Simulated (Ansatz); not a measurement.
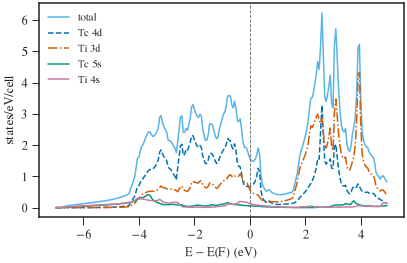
Figure. Total and projected density of states of TiTc (CsCl type, space group No. 221), DFT-r²SCAN in the program Ansatz with PAW potentials

Which orbitals carry the states next to the Fermi level?

Within 0.5 eV of the Fermi level: Tc 4d 48 %, Ti 3d 34 %, Ti 4s 7 %, outside the projected shells 6 %. Projections are on Löwdin-orthogonalised atomic valence shells; empty p or d shells of many metals are not among them.

Where is the tallest occupied peak in this window, and what makes it?

Near -0.8 eV, about 3.6 states/eV per cell; the largest projected share is Tc 4d.

Space group Pm-3m (CsCl type). The first step of the workflow began from a Materials Project structure, measured or hypothetical; the Crystallography Open Database files this formula in space group No. 221, but the cells were not matched. Its standing as an ambient phase is unchecked. Symmetry was held in the r²SCAN relaxation; its stability against distortions is not shown here. The run is not spin-polarised. Scalar-relativistic: spin–orbit coupling is off unless named, which matters more the heavier the elements.

Potentials: the later of the program's two PAW sets.
